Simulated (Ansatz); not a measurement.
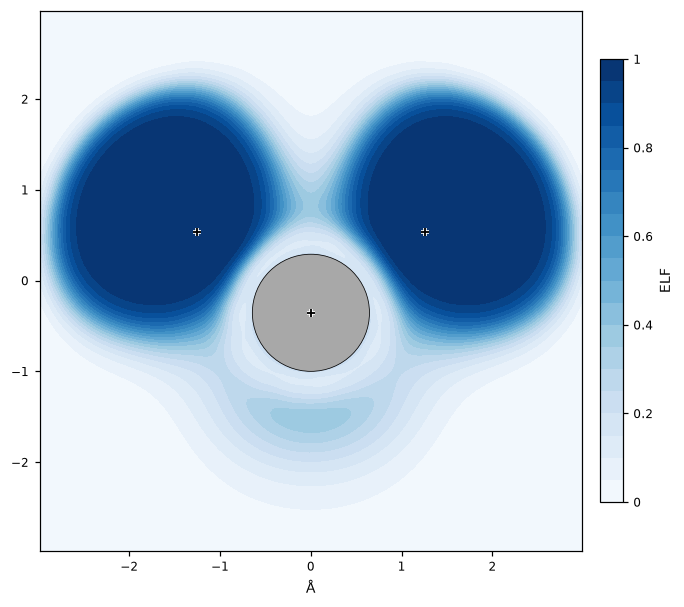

The electron localisation function on a plane through atoms (crosses mark nuclei in the plane; grey discs cover the cores).

The calculation used RKS PBE0-D4/def2-TZVP in Ansatz.

Candidates:
A. GeH4
B. AlCl2H2N
C. C8H15N2···Cl

**Which system is this?**

Candidate A: GeH4 on the plane of atoms H2, Ge1 and H4, which holds Ge and H. Ge–H (1.54 Å): the ELF climbs to about 1 towards the hydrogen.
